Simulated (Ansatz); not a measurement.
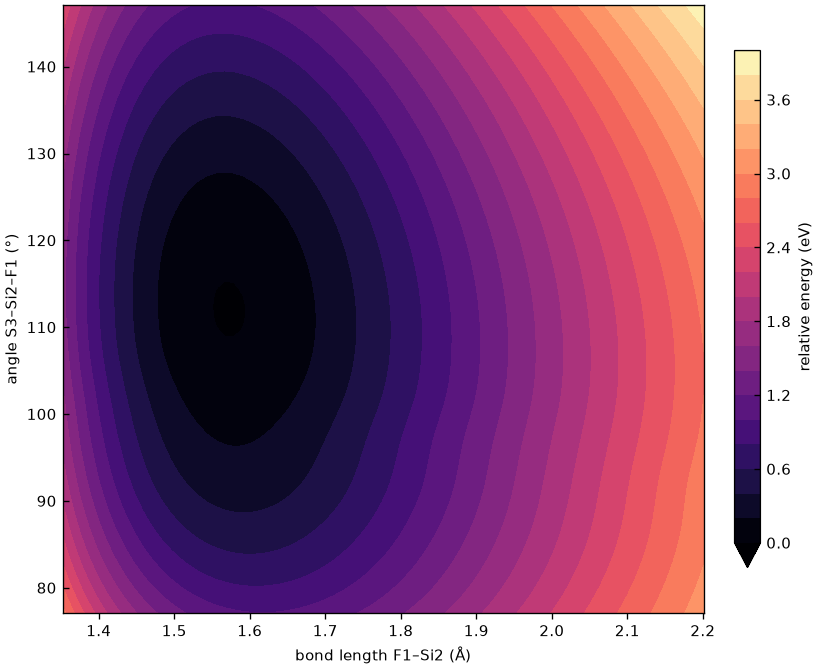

Energy landscape of FH2SSi, SMILES F[SiH2][S], spin multiplicity 2. First axis: bond length F1–Si2. Second axis: angle S3–Si2–F1. Nothing is relaxed (all other coordinates rigid). The scan uses a 15 × 15 grid. All energies are given in eV relative to the lowest grid point. All numbers below come from UHF/def2-TZVP in Ansatz.

In the figure: filled contours. Between grid points the surface is interpolated. 

### Where are the wells?

The lowest grid point is at bond length F1–Si2 = 1.595 Å, angle S3–Si2–F1 = 112.1°. No other kind of well shows on this grid. The highest grid point, bond length F1–Si2 = 2.201 Å, angle S3–Si2–F1 = 147.1°, lies 3.93 eV above the lowest. Round the minimum the two coordinates are weakly coupled (coupling 0.08 in units of the two stiffnesses).

The whole map (225 points run) took 63 min on 1 thread of Arm Neoverse N1, with other jobs on the host.
